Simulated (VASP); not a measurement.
Band structure of Mo (bcc). Level of theory: r2SCAN meta-GGA with spin-orbit coupling, VASP's PBE PAW potentials (set 64) (plane waves; VASP).

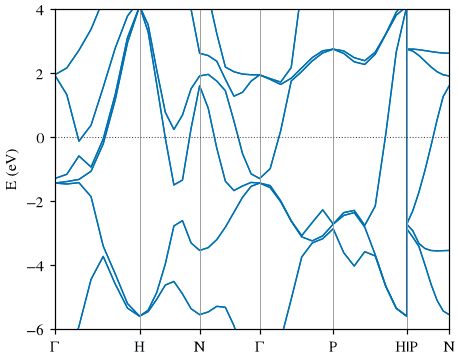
*Bands along high-symmetry lines, zero at the valence-band maximum or, without a gap, the Fermi level*

Read the plot: is there a gap, and where are the band edges?

It has no gap at this level: it comes out as a metal or semimetal.

The compound is Mo in the bcc structure. It was relaxed first.
